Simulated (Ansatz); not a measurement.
# U-wB97M-V/def2-TZVPPD run of NO (nitric oxide)

Aim: the energy change on altering one bond length of NO (nitric oxide) at U-wB97M-V/def2-TZVPPD, from 2 runs. 

The results are computed with Ansatz 0.2.0.

37 further runs of the same task are left out: 37 set aside as unsound or not needed.

### 1 The structure to begin with

NO: 2 atoms, total charge 0, spin state doublet. As SMILES, `[N]=O`. Geometry: relaxed at PBE0-D4/def2-TZVP.

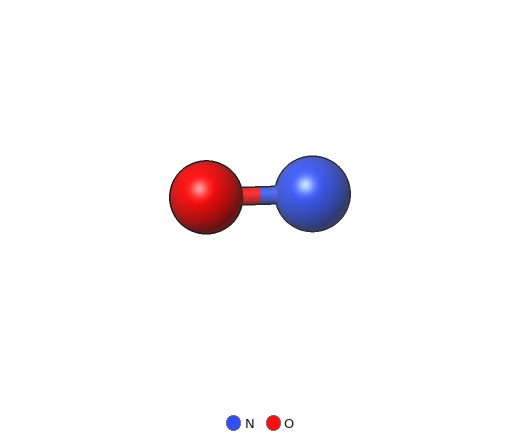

Viewed from a chosen angle; nitrogen blue, oxygen red.

### 2 A single-point energy at U-wB97M-V/def2-TZVPPD

File in.yaml:

```yaml
crystal:
  periodic: [false, false, false]
  atoms:
    - {symbol: N, position_ang: [-0.483620, 0.177030, -0.243990]}
    - {symbol: O, position_ang: [0.483620, -0.177030, 0.243990]}
basis:
  gaussian: {orbitals: def2-TZVPPD.json}
hamiltonian: {xc: {name: wB97M-V}}
magnetization: {spin_polarized: true, initial_magnetization: 1}
total_charge: 0
accuracy: high
output: {orbitals: {seedname: orbitals}}
```

The basis set def2-TZVPPD is read from a file made from the Basis Set Exchange's data (not shown).

Run with:

```bash
$ ansatz run in.yaml --threads 1 --pin off --max-ram 3480MiB --events-out events.jsonl --progress --plain --runs-dir runs
```

The program printed:

```text
Warning: RAYON_NUM_THREADS=1 ignored (pool sized by the plan → 1); use --threads N
Functional definition: wB97M-V
  name "wB97M-V"
  parameter omega = 0.3/bohr
  parameter cx = 0.15
  parameter cx01 = 1.007
  parameter cx10 = 0.259
  parameter css00 = 0.443
  parameter css04 = -1.437
  parameter css10 = -4.535
  parameter css20 = -3.390
  parameter css43 = 4.278
  parameter cos00 = 1.000
  parameter cos10 = 1.358
  parameter cos20 = 2.924
  parameter cos21 = -8.812
  parameter cos60 = -1.390
  parameter cos61 = 9.142
  parameter b = 6.0
  parameter c = 0.01
  gx(w, u) = 1 - cx + cx01*u + cx10*w
  gss(w, u) = css00 + css04*u^4 + css10*w + css20*w^2 + css43*w^4*u^3
  gos(w, u) = cos00 + cos10*w + (cos20 + cos21*u)*w^2 + (cos60 + cos61*u)*w^6
  exchange = spin_sum(e_x_unif_sr(omega)*gx(b97_w, b97_u_x)) + cx*exact_x_sr(omega) + exact_x_lr(omega)
  correlation = spin_sum(e_c_pw_mod_same_spin*gss(b97_w, b97_u_same))
      + integral(e_c_pw_mod_opposite_spin*gos(b97_w_opposite, b97_u_opposite)) + vv10(b, c)
1070 factors; integrals over basis functions are off by at most 3.5e-9 eV
205 factors; integrals over basis functions are off by at most 1.9e-9 eV
mean field evaluation 1: about -3534.7580 eV, gradient 1.2e1 eV
mean field evaluation 2: about -3534.8511 eV, gradient 1.1e1 eV
mean field evaluation 4: about -3535.2150 eV, gradient 4.3e-1 eV
mean field evaluation 8: about -3535.2189 eV, gradient 8.3e-2 eV
mean field evaluation 16: about -3535.2192 eV, gradient 7.6e-5 eV
mean field -3535.21915527 eV, -129.9169076984 hartree, gradient 8.5e-8 eV, S^2 0.752667; 0 other end points of the search recorded, 0 dependent functions left out
reference -3535.21915977 eV, -129.9169078639 hartree; 8, 7 occupied and 69, 70 virtual orbitals, 1070 factors
Total energy: -3535.21915977 eV, -129.9169078639 hartree
```

Run time: 15 s. Hardware: 1 thread of Arm Neoverse V1, shared host; peak memory 0.33 GiB.

### 3 The distorted shape

File input.yaml:

```yaml
crystal:
  periodic: [false, false, false]
  atoms:
    - {symbol: "N", position_ang: [-1.257450, 0.460292, -0.634393]}
    - {symbol: O, position_ang: [0.483620, -0.177030, 0.243990]}
basis:
  gaussian:
    orbitals: def2-TZVPPD.json
magnetization:
  spin_polarized: true
  initial_magnetization: 1
hamiltonian:
  xc: {name: wB97M-V}
accuracy: high
output:
  orbitals: {seedname: orbitals}
```

The basis set def2-TZVPPD is read from a file made from the Basis Set Exchange's data (not shown).

Run with:

```bash
$ ansatz run input.yaml --threads 1 --pin off --max-ram 3480MiB --events-out events.jsonl --progress --plain --runs-dir runs
```

The program printed, cut to the lines that bear on the results:

```text
Warning: RAYON_NUM_THREADS=1 ignored (pool sized by the plan → 1); use --threads N
Functional definition: wB97M-V
  name "wB97M-V"
[...]
  gx(w, u) = 1 - cx + cx01*u + cx10*w
  gss(w, u) = css00 + css04*u^4 + css10*w + css20*w^2 + css43*w^4*u^3
  gos(w, u) = cos00 + cos10*w + (cos20 + cos21*u)*w^2 + (cos60 + cos61*u)*w^6
[...]
      + integral(e_c_pw_mod_opposite_spin*gos(b97_w_opposite, b97_u_opposite)) + vv10(b, c)
1034 factors; integrals over basis functions are off by at most 3.6e-9 eV
238 factors; integrals over basis functions are off by at most 1.4e-9 eV
[...]
mean field -3529.02787815 eV, -129.6893824609 hartree, gradient 1.3e-8 eV, S^2 2.341092; 2 other end points of the search recorded, 0 dependent functions left out
reference -3529.02788247 eV, -129.6893826196 hartree; 8, 7 occupied and 69, 70 virtual orbitals, 1034 factors
Total energy: -3529.02788247 eV, -129.6893826196 hartree
```

It took 24 s on 1 thread of Arm Neoverse V1, shared host; peak memory 0.36 GiB.

### 4 Results

Level: U-wB97M-V/def2-TZVPPD.

| quantity | value |
| --- | --- |
| first shape: total energy | -129.91691 Eh |
| first shape: HOMO energy (highest over α and β) | -8.56 eV |
| first shape: LUMO energy (lowest over α and β) | -0.07 eV |
| first shape: ⟨S²⟩ | 0.753 |
| distorted shape: total energy | -129.68938 Eh |
| distorted shape: HOMO energy (highest over α and β) | -11.54 eV |
| distorted shape: LUMO energy (lowest over α and β) | -1.85 eV |
| distorted shape: ⟨S²⟩ | 2.341 |
| energy change with the N1–O2 bond stretched from 1.140 to 2.052 Å | 6.191 eV |

**Reading.** With the N1–O2 bond stretched from 1.140 to 2.052 Å the energy rises by 6.19 eV (143 kcal/mol). The first shape isn't relaxed at this level, so the change isn't measured from a minimum. ⟨S²⟩ (distorted shape) is 2.34 where a pure doublet has 0.75: the reference is spin-contaminated.
